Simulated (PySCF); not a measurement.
C3H11FSi2, SMILES C[Si]([SiH2]F)(C)C, singlet at its GFN2-xTB optimised geometry (Å):

```
17

C      1.5921    -0.6737     0.0000
Si    -0.3187    -0.6737     0.0000
C     -0.9069     1.1473     0.0000
C     -0.9110    -1.4827     1.6299
Si    -1.1012    -1.8251    -1.8576
F     -2.7150    -1.8995    -1.7479
H      1.9902    -0.1779    -0.8808
H      1.9915    -1.6837     0.0139
H      1.9863    -0.1566     0.8698
H     -0.5463     1.6794    -0.8761
H     -1.9915     1.2107    -0.0043
H     -0.5515     1.6837     0.8760
H     -1.9957    -1.5207     1.6768
H     -0.5458    -2.5021     1.7208
H     -0.5646    -0.9331     2.5014
H     -0.9162    -1.1993    -3.1661
H     -0.7408    -3.2375    -1.9735
```

Level of theory: B3LYP/def2-SVP (PySCF). Cells within 0.4 Å of a nucleus heavier than hydrogen are left out (blank, or x).

Map of the electron localisation function on the plane z = 1.5 Å:

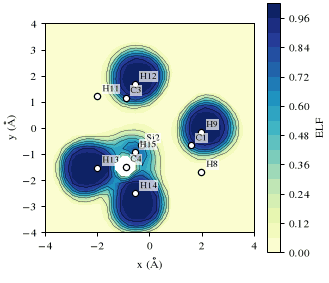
Electron localisation function on the plane z = 1.5 Å.
